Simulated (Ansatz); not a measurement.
# C2H8BrNSi: inversion of the pyramid at N1

Wanted: the energy profile along the inversion of the pyramid at N1, from relaxed end points and a band of images. SMILES of the start: NC[SiH2]CBr.

Program: Ansatz 0.2.0. Level of theory: RKS PBE0-D4/def2-SVP. These are calculated values, not measurements.

1 further run of the same task is left out (it didn't finish).

## Step 1: Starting point

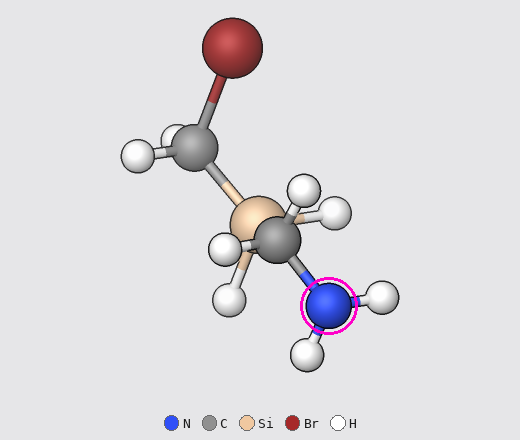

The starting structure, seen from a free direction (nitrogen blue, carbon grey, silicon light orange, bromine red, hydrogen white). Ringed: N1.

Structure file:

```xyz
13

N    -0.1218    1.9204    1.2745
C    -0.5832    1.0240    0.2116
Si    0.4602   -0.5061    0.1384
C    -0.0165   -1.7217   -1.0877
Br    0.0653   -1.0177   -2.9057
H    -0.1890    1.5288    2.1758
H     0.8170    2.2773    1.1131
H    -1.5827    0.7567    0.3818
H    -0.5424    1.5628   -0.7085
H     1.9101   -0.1139   -0.0721
H     0.4718   -1.1314    1.5254
H    -1.1236   -1.9906   -0.9368
H     0.4552   -2.6231   -1.0949
```

## Step 2: End point A

Contents of input.yaml:

```yaml
crystal:
  periodic: [false, false, false]
  atoms:
    - { symbol: "N", position_ang: [-0.1218, 1.9204, 1.2745] }
    - { symbol: C, position_ang: [-0.5832, 1.024, 0.2116] }
    - { symbol: Si, position_ang: [0.4602, -0.5061, 0.1384] }
    - { symbol: C, position_ang: [-0.0165, -1.7217, -1.0877] }
    - { symbol: Br, position_ang: [0.0653, -1.0177, -2.9057] }
    - { symbol: H, position_ang: [-0.189, 1.5288, 2.1758] }
    - { symbol: H, position_ang: [0.817, 2.2773, 1.1131] }
    - { symbol: H, position_ang: [-1.5827, 0.7567, 0.3818] }
    - { symbol: H, position_ang: [-0.5424, 1.5628, -0.7085] }
    - { symbol: H, position_ang: [1.9101, -0.1139, -0.0721] }
    - { symbol: H, position_ang: [0.4718, -1.1314, 1.5254] }
    - { symbol: H, position_ang: [-1.1236, -1.9906, -0.9368] }
    - { symbol: H, position_ang: [0.4552, -2.6231, -1.0949] }
basis:
  gaussian: { orbitals: def2-SVP }
hamiltonian:
  xc: pbe0
  dispersion: d4
relax:
  f_tol: 0.015
  max_steps: 40
```

Command:

```console
ansatz run input.yaml --threads 2 --pin off --max-ram 3072MiB --backend cpu --events-out ev --progress --plain --runs-dir out
```

The program printed, cut to the lines that bear on the results:

```text
Warning: RAYON_NUM_THREADS=2 ignored (pool sized by the plan → 2); use --threads N
[...]
Functional definition: PBE0
[...]
1428 factors; integrals over basis functions are off by at most 4.7e-4 eV
[...]
mean field -81588.37399742 eV, -2998.3174418192 hartree, gradient 2.1e-5 eV, S^2 0.000000; 0 other end points of the search recorded, 0 dependent functions left out
[...]
reference -81588.37402736 eV, -2998.3174429194 hartree; 38, 38 occupied and 94, 94 virtual orbitals, 1428 factors
relax step   1: F+E_penalty+E_count = -81588.62757290 eV  Δ(F+E_penalty+E_count) = +0.000e0 eV  max|allowed force component| = 4.105e0 eV/Å  Δτ_max = 0.0000 Å  (26 SCF iters, accepted)
[...]
relax step   6: F+E_penalty+E_count = -81589.09422325 eV  Δ(F+E_penalty+E_count) = -3.580e-4 eV  max|allowed force component| = 3.011e-2 eV/Å  Δτ_max = 0.0205 Å  (25 SCF iters, accepted)
[...]
relax step   7: F+E_penalty+E_count = -81589.09435187 eV  Δ(F+E_penalty+E_count) = -1.286e-4 eV  max|allowed force component| = 1.141e-2 eV/Å  Δτ_max = 0.0182 Å  (23 SCF iters, accepted)
1428 factors; integrals over basis functions are off by at most 4.3e-4 eV
[...]
mean field -81588.84320658 eV, -2998.3346849376 hartree, gradient 1.7e-5 eV, S^2 0.000000; 1 other end points of the search recorded, 0 dependent functions left out
[...]
reference -81588.84323689 eV, -2998.3346860516 hartree; 38, 38 occupied and 94, 94 virtual orbitals, 1428 factors
Total energy: -81589.09438218 eV, -2998.3439154708 hartree
Atom 0 at    -0.141984     2.016423     1.262186 Å, force     0.008212    -0.006323     0.000857 eV/Å
Atom 1 at    -0.558397     1.053562     0.246395 Å, force     0.000989     0.004765     0.003151 eV/Å
Atom 2 at     0.488698    -0.524011     0.199671 Å, force    -0.000474    -0.000623     0.009744 eV/Å
Atom 3 at    -0.071061    -1.763610    -1.120081 Å, force    -0.004072     0.008124    -0.011413 eV/Å
Atom 4 at     0.004675    -0.936582    -2.882647 Å, force     0.002297    -0.001785    -0.004753 eV/Å
Atom 5 at    -0.150127     1.594605     2.189199 Å, force    -0.004117     0.002372    -0.000731 eV/Å
Atom 6 at     0.814889     2.323460     1.096929 Å, force    -0.003336    -0.000251    -0.001477 eV/Å
Atom 7 at    -1.618401     0.789808     0.407441 Å, force    -0.003483     0.000591     0.001440 eV/Å
Atom 8 at    -0.534703     1.535821    -0.745117 Å, force    -0.000843    -0.000931    -0.001534 eV/Å
Atom 9 at     1.921357    -0.170341    -0.045013 Å, force     0.000687    -0.002020    -0.003794 eV/Å
Atom 10 at     0.405190    -1.206732     1.534052 Å, force    -0.003183     0.001592     0.001103 eV/Å
Atom 11 at    -1.109589    -2.091596    -0.970353 Å, force     0.004267    -0.000742     0.009557 eV/Å
Atom 12 at     0.569852    -2.655309    -1.157763 Å, force     0.003058    -0.004770    -0.002151 eV/Å
Dipole moment:     0.050884    -0.226245     0.291327 e Å
```

Wall time 26 s (2 threads of Intel Xeon Platinum 8488C (Sapphire Rapids), shared host); peak memory 0.38 GiB.

The steps of the relaxation:

```csv
step,energy from step 1 (eV),largest force component (eV/Å)
1,0.0000,4.1046
2,-0.3947,1.2104
3,-0.4612,0.1721
4,-0.4651,0.1001
5,-0.4663,0.0291
6,-0.4666,0.0301
7,-0.4668,0.0114
```

Step 1 is the start.

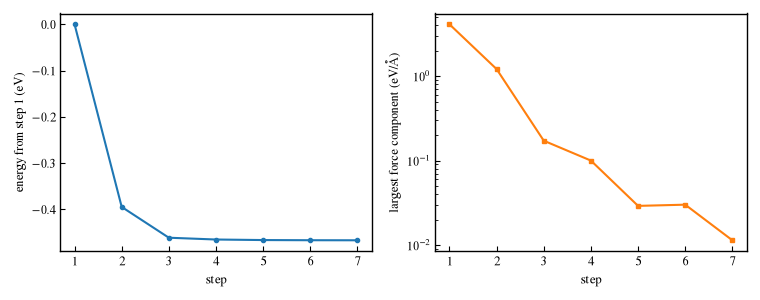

How energy and force went from step to step.

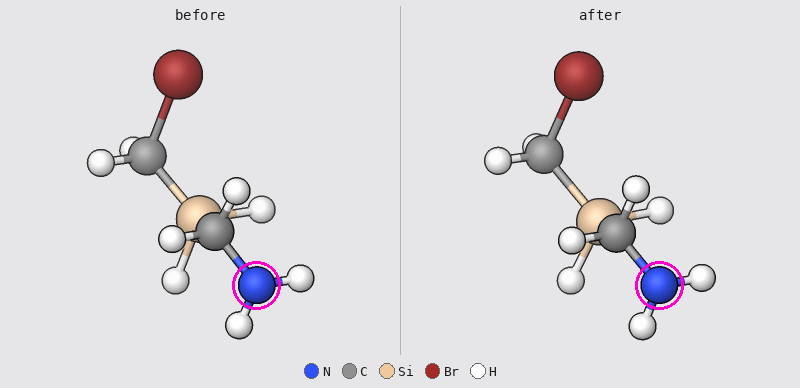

The structure before (left) and after (right), drawn at the same scale.

After: Bond lengths: N1–C2 1.460 Å, C2–Si3 1.894 Å, Si3–C4 1.895 Å, C4–Br5 1.948 Å, N1–H6 1.019 Å, N1–H7 1.018 Å, C2–H8 1.104 Å, C2–H9 1.103 Å, Si3–H10 1.496 Å, Si3–H11 1.501 Å, C4–H12 1.099 Å, C4–H13 1.099 Å. Angles (14 of 21 angles, heavy atoms first): N1–C2–Si3 114.1°, C2–Si3–C4 113.5°, Si3–C4–Br5 109.9°, N1–C2–H8 109.3°, N1–C2–H9 109.3°, Si3–C2–H8 109.6°, Si3–C2–H9 109.3°, C2–N1–H6 111.0°, C2–N1–H7 110.7°, C2–Si3–H10 109.7°, C2–Si3–H11 109.0°, C4–Si3–H10 108.9°, C4–Si3–H11 107.8°, Si3–C4–H12 112.3°.

## Step 3: End point B

The second end starts from a geometry with the move made by hand.

Changes to input.yaml since step 2:

```diff
@@ -8,4 +8,4 @@
     - { symbol: Br, position_ang: [0.0653, -1.0177, -2.9057] }
-    - { symbol: H, position_ang: [-0.189, 1.5288, 2.1758] }
-    - { symbol: H, position_ang: [0.817, 2.2773, 1.1131] }
+    - { symbol: H, position_ang: [-0.75572, 2.00033, 2.02415] }
+    - { symbol: H, position_ang: [0.13821, 2.84208, 0.93145] }
     - { symbol: H, position_ang: [-1.5827, 0.7567, 0.3818] }
```

Command:

```console
ansatz run input.yaml --threads 2 --pin off --max-ram 3072MiB --backend cpu --events-out ev --progress --plain --runs-dir out
```

The program printed:

```text
Warning: RAYON_NUM_THREADS=2 ignored (pool sized by the plan → 2); use --threads N
The last accepted step is kept in <dir> (removed where the run ends without a failure and the disk answers)
Engine: ansatz 0.2.0, x86_64-unknown-linux-gnu
[... 1 set-up line as earlier in the session ...]
  parameter a = 0.25
  parameter kappa = 0.804
  parameter beta = 0.06672455060314922
  exchange = (1 - a)*pbe_x(kappa = kappa, mu = beta*pi^2/3) + a*exact_x
  correlation = pbe_c(beta = beta)
1429 factors; integrals over basis functions are off by at most 4.7e-4 eV
mean field evaluation 1: about -81580.9652 eV, gradient 5.7e1 eV
mean field evaluation 2: about -81577.3969 eV, gradient 6.8e1 eV
mean field evaluation 4: about -81588.2484 eV, gradient 1.9e0 eV
mean field evaluation 8: about -81588.2756 eV, gradient 1.3e-1 eV
mean field evaluation 16: about -81588.2756 eV, gradient 1.4e-5 eV
mean field -81588.27564275 eV, -2998.3138273514 hartree, gradient 1.4e-5 eV, S^2 0.000000; 0 other end points of the search recorded, 0 dependent functions left out
the calculation of the forces begins
reference -81588.27567294 eV, -2998.3138284610 hartree; 38, 38 occupied and 94, 94 virtual orbitals, 1429 factors
relax step   1: F+E_penalty+E_count = -81588.52711802 eV  Δ(F+E_penalty+E_count) = +0.000e0 eV  max|allowed force component| = 4.215e0 eV/Å  Δτ_max = 0.0000 Å  (26 SCF iters, accepted)
these checks for a lower state are left out or cut short: starts, cluster_reference, orbital_swaps, neighbouring_geometries, increment
1429 factors; integrals over basis functions are off by at most 4.1e-4 eV
mean field -81588.70982452 eV, -2998.3297832373 hartree, gradient 1.6e-5 eV, S^2 0.000000; 0 other end points of the search recorded, 0 dependent functions left out
the calculation of the forces begins
reference -81588.70985477 eV, -2998.3297843489 hartree; 38, 38 occupied and 94, 94 virtual orbitals, 1429 factors
relax step   2: F+E_penalty+E_count = -81588.96279233 eV  Δ(F+E_penalty+E_count) = -4.357e-1 eV  max|allowed force component| = 1.196e0 eV/Å  Δτ_max = 0.0733 Å  (28 SCF iters, accepted)
these checks for a lower state are left out or cut short: starts, cluster_reference, orbital_swaps, neighbouring_geometries, increment
1429 factors; integrals over basis functions are off by at most 4.2e-4 eV
mean field -81588.78072851 eV, -2998.3323889109 hartree, gradient 6.5e-5 eV, S^2 0.000000; 0 other end points of the search recorded, 0 dependent functions left out
the calculation of the forces begins
reference -81588.78075889 eV, -2998.3323900274 hartree; 38, 38 occupied and 94, 94 virtual orbitals, 1429 factors
relax step   3: F+E_penalty+E_count = -81589.03141163 eV  Δ(F+E_penalty+E_count) = -6.862e-2 eV  max|allowed force component| = 1.515e-1 eV/Å  Δτ_max = 0.0665 Å  (26 SCF iters, accepted)
these checks for a lower state are left out or cut short: starts, cluster_reference, orbital_swaps, neighbouring_geometries, increment
1429 factors; integrals over basis functions are off by at most 4.3e-4 eV
mean field evaluation 32: about -81588.7874 eV, gradient 2.1e-5 eV
mean field -81588.78737547 eV, -2998.3326331823 hartree, gradient 5.9e-5 eV, S^2 0.000000; 0 other end points of the search recorded, 0 dependent functions left out
the calculation of the forces begins
reference -81588.78740588 eV, -2998.3326342999 hartree; 38, 38 occupied and 94, 94 virtual orbitals, 1429 factors
relax step   4: F+E_penalty+E_count = -81589.03824954 eV  Δ(F+E_penalty+E_count) = -6.838e-3 eV  max|allowed force component| = 1.260e-1 eV/Å  Δτ_max = 0.0328 Å  (25 SCF iters, accepted)
these checks for a lower state are left out or cut short: starts, cluster_reference, orbital_swaps, neighbouring_geometries, increment
1429 factors; integrals over basis functions are off by at most 4.4e-4 eV
mean field -81588.79749510 eV, -2998.3330050718 hartree, gradient 1.2e-5 eV, S^2 0.000000; 0 other end points of the search recorded, 0 dependent functions left out
the calculation of the forces begins
reference -81588.79752564 eV, -2998.3330061941 hartree; 38, 38 occupied and 94, 94 virtual orbitals, 1429 factors
relax step   5: F+E_penalty+E_count = -81589.04869865 eV  Δ(F+E_penalty+E_count) = -1.045e-2 eV  max|allowed force component| = 4.706e-1 eV/Å  Δτ_max = 0.1081 Å  (28 SCF iters, accepted)
these checks for a lower state are left out or cut short: starts, cluster_reference, orbital_swaps, neighbouring_geometries, increment
1429 factors; integrals over basis functions are off by at most 4.3e-4 eV
mean field -81588.83001999 eV, -2998.3342003395 hartree, gradient 1.8e-5 eV, S^2 0.000000; 0 other end points of the search recorded, 0 dependent functions left out
the calculation of the forces begins
reference -81588.83005063 eV, -2998.3342014654 hartree; 38, 38 occupied and 94, 94 virtual orbitals, 1429 factors
relax step   6: F+E_penalty+E_count = -81589.08137288 eV  Δ(F+E_penalty+E_count) = -3.267e-2 eV  max|allowed force component| = 2.800e-1 eV/Å  Δτ_max = 0.2000 Å  (27 SCF iters, accepted)
these checks for a lower state are left out or cut short: starts, cluster_reference, orbital_swaps, neighbouring_geometries, increment
1429 factors; integrals over basis functions are off by at most 4.6e-4 eV
mean field -81588.85597900 eV, -2998.3351543156 hartree, gradient 2.3e-5 eV, S^2 0.000000; 0 other end points of the search recorded, 0 dependent functions left out
the calculation of the forces begins
reference -81588.85600965 eV, -2998.3351554418 hartree; 38, 38 occupied and 94, 94 virtual orbitals, 1429 factors
relax step   7: F+E_penalty+E_count = -81589.10776459 eV  Δ(F+E_penalty+E_count) = -2.639e-2 eV  max|allowed force component| = 1.526e-1 eV/Å  Δτ_max = 0.2000 Å  (26 SCF iters, accepted)
these checks for a lower state are left out or cut short: starts, cluster_reference, orbital_swaps, neighbouring_geometries, increment
1429 factors; integrals over basis functions are off by at most 4.8e-4 eV
mean field -81588.85503733 eV, -2998.3351197098 hartree, gradient 8.1e-6 eV, S^2 0.000000; 0 other end points of the search recorded, 0 dependent functions left out
the calculation of the forces begins
reference -81588.85506789 eV, -2998.3351208328 hartree; 38, 38 occupied and 94, 94 virtual orbitals, 1429 factors
relax step   8: F+E_penalty+E_count = -81589.10736365 eV  Δ(F+E_penalty+E_count) = +4.009e-4 eV  max|allowed force component| = 3.009e-1 eV/Å  Δτ_max = 0.0969 Å  (28 SCF iters, rejected (line search))
these checks for a lower state are left out or cut short: starts, cluster_reference, orbital_swaps, neighbouring_geometries, increment
1429 factors; integrals over basis functions are off by at most 4.7e-4 eV
mean field evaluation 64: about -81588.8606 eV, gradient 9.7e-2 eV
mean field -81588.86059160 eV, -2998.3353238253 hartree, gradient 7.1e-5 eV, S^2 0.000000; 0 other end points of the search recorded, 0 dependent functions left out
the calculation of the forces begins
reference -81588.86062222 eV, -2998.3353249505 hartree; 38, 38 occupied and 94, 94 virtual orbitals, 1429 factors
relax step   9: F+E_penalty+E_count = -81589.11267637 eV  Δ(F+E_penalty+E_count) = -4.912e-3 eV  max|allowed force component| = 4.979e-2 eV/Å  Δτ_max = 0.0472 Å  (25 SCF iters, accepted)
these checks for a lower state are left out or cut short: starts, cluster_reference, orbital_swaps, neighbouring_geometries, increment
1429 factors; integrals over basis functions are off by at most 4.9e-4 eV
mean field -81588.86168724 eV, -2998.3353640893 hartree, gradient 7.4e-5 eV, S^2 0.000000; 0 other end points of the search recorded, 0 dependent functions left out
the calculation of the forces begins
reference -81588.86171784 eV, -2998.3353652140 hartree; 38, 38 occupied and 94, 94 virtual orbitals, 1429 factors
relax step  10: F+E_penalty+E_count = -81589.11434605 eV  Δ(F+E_penalty+E_count) = -1.670e-3 eV  max|allowed force component| = 2.266e-1 eV/Å  Δτ_max = 0.0889 Å  (25 SCF iters, accepted)
these checks for a lower state are left out or cut short: starts, cluster_reference, orbital_swaps, neighbouring_geometries, increment
1429 factors; integrals over basis functions are off by at most 4.8e-4 eV
mean field -81588.85982306 eV, -2998.3352955819 hartree, gradient 7.9e-5 eV, S^2 0.000000; 0 other end points of the search recorded, 0 dependent functions left out
the calculation of the forces begins
reference -81588.85985351 eV, -2998.3352967012 hartree; 38, 38 occupied and 94, 94 virtual orbitals, 1429 factors
relax step  11: F+E_penalty+E_count = -81589.11258650 eV  Δ(F+E_penalty+E_count) = +1.760e-3 eV  max|allowed force component| = 3.234e-1 eV/Å  Δτ_max = 0.0498 Å  (25 SCF iters, rejected (line search))
these checks for a lower state are left out or cut short: starts, cluster_reference, orbital_swaps, neighbouring_geometries, increment
1429 factors; integrals over basis functions are off by at most 4.9e-4 eV
mean field -81588.86343523 eV, -2998.3354283269 hartree, gradient 7.3e-5 eV, S^2 0.000000; 0 other end points of the search recorded, 0 dependent functions left out
the calculation of the forces begins
reference -81588.86346581 eV, -2998.3354294505 hartree; 38, 38 occupied and 94, 94 virtual orbitals, 1429 factors
relax step  12: F+E_penalty+E_count = -81589.11601009 eV  Δ(F+E_penalty+E_count) = -1.664e-3 eV  max|allowed force component| = 6.933e-2 eV/Å  Δτ_max = 0.0249 Å  (25 SCF iters, accepted)
these checks for a lower state are left out or cut short: starts, cluster_reference, orbital_swaps, neighbouring_geometries, increment
1429 factors; integrals over basis functions are off by at most 4.9e-4 eV
mean field -81588.86333357 eV, -2998.3354245908 hartree, gradient 1.1e-5 eV, S^2 0.000000; 0 other end points of the search recorded, 0 dependent functions left out
the calculation of the forces begins
reference -81588.86336412 eV, -2998.3354257135 hartree; 38, 38 occupied and 94, 94 virtual orbitals, 1429 factors
relax step  13: F+E_penalty+E_count = -81589.11587513 eV  Δ(F+E_penalty+E_count) = +1.350e-4 eV  max|allowed force component| = 3.719e-2 eV/Å  Δτ_max = 0.0115 Å  (23 SCF iters, rejected (line search))
these checks for a lower state are left out or cut short: starts, cluster_reference, orbital_swaps, neighbouring_geometries, increment
1429 factors; integrals over basis functions are off by at most 4.8e-4 eV
mean field -81588.86366817 eV, -2998.3354368871 hartree, gradient 2.5e-5 eV, S^2 0.000000; 0 other end points of the search recorded, 0 dependent functions left out
the calculation of the forces begins
reference -81588.86369873 eV, -2998.3354380103 hartree; 38, 38 occupied and 94, 94 virtual orbitals, 1429 factors
relax step  14: F+E_penalty+E_count = -81589.11622792 eV  Δ(F+E_penalty+E_count) = -2.178e-4 eV  max|allowed force component| = 9.348e-3 eV/Å  Δτ_max = 0.0055 Å  (22 SCF iters, accepted)
1429 factors; integrals over basis functions are off by at most 4.8e-4 eV
mean field evaluation 96: about -81582.0683 eV, gradient 5.5e1 eV
mean field -81588.86366817 eV, -2998.3354368871 hartree, gradient 2.5e-5 eV, S^2 0.000000; 1 other end points of the search recorded, 0 dependent functions left out
the calculation of the forces begins
reference -81588.86369873 eV, -2998.3354380103 hartree; 38, 38 occupied and 94, 94 virtual orbitals, 1429 factors
Total energy: -81589.11625849 eV, -2998.3447194100 hartree
Atom 0 at    -0.077805     1.997989     1.213215 Å, force     0.001631     0.003991     0.006070 eV/Å
Atom 1 at    -0.486562     1.124980     0.125897 Å, force     0.005542     0.002236    -0.003450 eV/Å
Atom 2 at     0.530684    -0.463703     0.196439 Å, force    -0.009348    -0.000893     0.003619 eV/Å
Atom 3 at    -0.120186    -1.739730    -1.044706 Å, force     0.002785    -0.000394    -0.002948 eV/Å
Atom 4 at    -0.092842    -1.003633    -2.848952 Å, force     0.000767    -0.000661    -0.001637 eV/Å
Atom 5 at    -0.381165     1.626533     2.110736 Å, force    -0.000787     0.001072    -0.000799 eV/Å
Atom 6 at    -0.495510     2.921843     1.125477 Å, force    -0.002290    -0.002662    -0.001011 eV/Å
Atom 7 at    -1.571743     0.886468     0.072255 Å, force     0.000606    -0.003839     0.000672 eV/Å
Atom 8 at    -0.240417     1.601079    -0.838492 Å, force    -0.000679    -0.000397    -0.000095 eV/Å
Atom 9 at     1.969366    -0.195301    -0.088781 Å, force    -0.000095    -0.001040    -0.001604 eV/Å
Atom 10 at     0.408727    -1.074160     1.561893 Å, force     0.002583     0.000781    -0.000937 eV/Å
Atom 11 at    -1.160383    -2.029032    -0.837937 Å, force     0.001001     0.003010     0.002272 eV/Å
Atom 12 at     0.492726    -2.651524    -1.065446 Å, force    -0.001716    -0.001205    -0.000151 eV/Å
Dipole moment:    -0.340209    -0.001896     0.314711 e Å
```

It took 48 s on 2 threads of Intel Xeon Platinum 8488C (Sapphire Rapids), shared host; peak memory 0.37 GiB.

Relaxation path:

| step | energy from step 1 (eV) | largest force component (eV/Å) |
| --- | --- | --- |
| 1 | 0.0000 | 4.2147 |
| 2 | -0.4357 | 1.1958 |
| 3 | -0.5043 | 0.1515 |
| 4 | -0.5111 | 0.1260 |
| 5 | -0.5216 | 0.4706 |
| 6 | -0.5543 | 0.2800 |
| 7 | -0.5806 | 0.1526 |
| 8x | -0.5802 | 0.3009 |
| 9 | -0.5856 | 0.0498 |
| 10 | -0.5872 | 0.2266 |
| 11x | -0.5855 | 0.3234 |
| 12 | -0.5889 | 0.0693 |
| 13x | -0.5888 | 0.0372 |
| 14 | -0.5891 | 0.0093 |

Step 1 is the start. 3 steps were tried and not accepted (marked x).

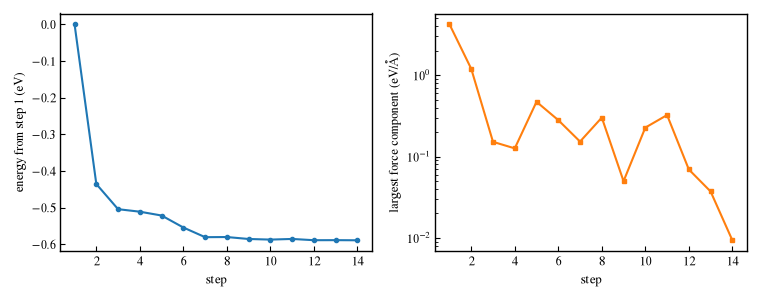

How energy and force went from step to step.

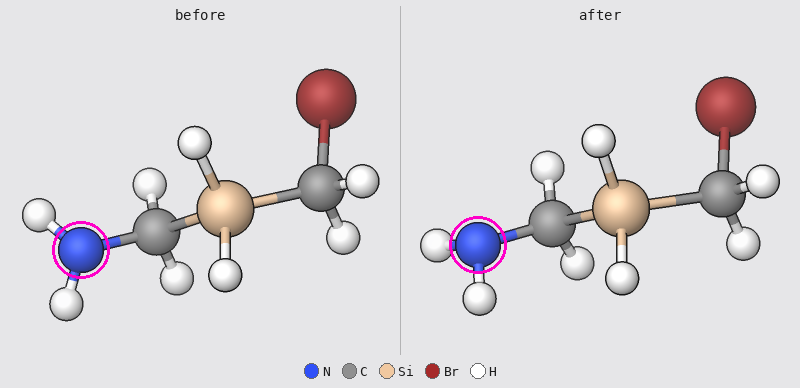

Before and after, at one scale.

After: Bond lengths: N1–C2 1.453 Å, C2–Si3 1.888 Å, Si3–C4 1.895 Å, C4–Br5 1.949 Å, N1–H6 1.018 Å, N1–H7 1.018 Å, C2–H8 1.112 Å, C2–H9 1.103 Å, Si3–H10 1.491 Å, Si3–H11 1.501 Å, C4–H12 1.099 Å, C4–H13 1.099 Å. Angles (14 of 21 angles, heavy atoms first): N1–C2–Si3 109.0°, C2–Si3–C4 110.9°, Si3–C4–Br5 110.3°, N1–C2–H8 116.1°, N1–C2–H9 109.4°, Si3–C2–H8 110.3°, Si3–C2–H9 106.0°, C2–N1–H6 110.9°, C2–N1–H7 111.4°, C2–Si3–H10 111.2°, C2–Si3–H11 109.4°, C4–Si3–H10 109.1°, C4–Si3–H11 107.1°, Si3–C4–H12 112.3°.

[end of part 1 of 2]
